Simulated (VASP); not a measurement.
Consider the following.

```
CELL_PARAMETERS angstrom
      5.84615     0.00000     0.00000
      0.00000     5.84615     0.00000
      0.00000     0.00000     5.84615
ATOMIC_POSITIONS crystal
  Cd 0.00000 0.00000 0.00000
  Te 0.26867 0.26867 0.26867
  Te 0.73133 0.73133 0.26867
  Te 0.73133 0.26867 0.73133
  Te 0.26867 0.73133 0.73133
  Be 0.50000 0.50000 0.00000
  Be 0.50000 0.00000 0.50000
  Be 0.00000 0.50000 0.50000
```

Calculation: PBEsol GGA, VASP's PBE PAW potentials (set 64) (plane waves; VASP). Numerical set-up: 400 eV cut-off, 4×4×4 Γ-centred mesh, tetrahedra with Blöchl corrections, potentials Cd Te Be.

Unless said otherwise, spin-orbit coupling is left out, though it shifts the bands of the heavy elements here.

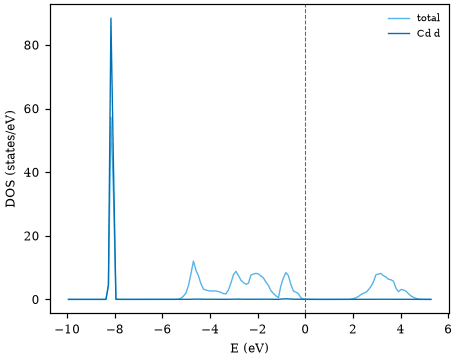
Fig. 1. Total and projected density of states, zero at the valence-band maximum

Within 2 eV below the valence-band maximum the largest weight inside VASP's projection spheres is Te p.

The gap is direct, 1.81 eV, from the valence maximum at Γ to the conduction minimum at Γ.

The structure was generated: Be3CdTe4 was put into an ordered model structure (P-43m), which need not be its known phase. It was relaxed first.
